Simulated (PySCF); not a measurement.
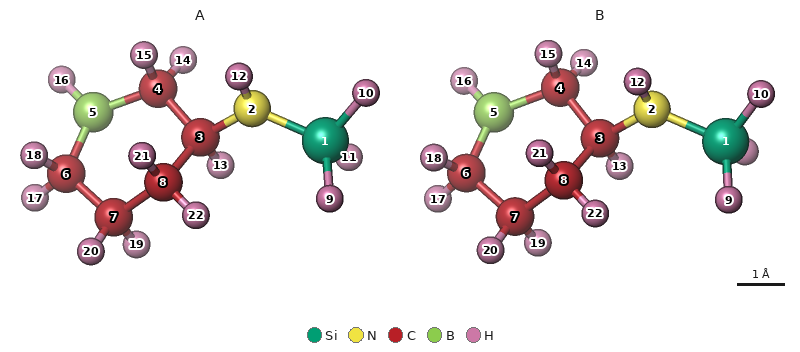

Two geometries of C5H14BNSi, drawn at one scale. One is the start of a relaxation, the other its converged end. A ball-and-stick model, seen at a tilt.

Computed with PySCF 2.14.0, density-fitted response routines, PBE0-D3(BJ)/def2-SVP geometry optimisation, gas phase. 

Q: Which geometry has the lower energy?

A: Structure A is the relaxed one. The start comes from GFN2-xTB. Its atoms were then displaced at random by about 0.01 Å. Over 7 geometry steps the energy falls by 0.244 eV. H11 moves most after the best rigid fit: 0.16 Å. By element the largest moves are H 0.16 Å, C 0.05 Å, Si 0.02 Å, N 0.02 Å, B 0.02 Å. Among the contacts that change: Si1–H9 1.442 → 1.505 Å, Si1–H10 1.449 → 1.494 Å, C4–B5 1.607 → 1.564 Å, C4–H14 1.066 → 1.102 Å. Bond angles that change, for instance: N2–Si1–H11 103.9° → 109.0°, B5–C6–H18 105.5° → 101.1°, N2–Si1–H10 103.7° → 107.3°.
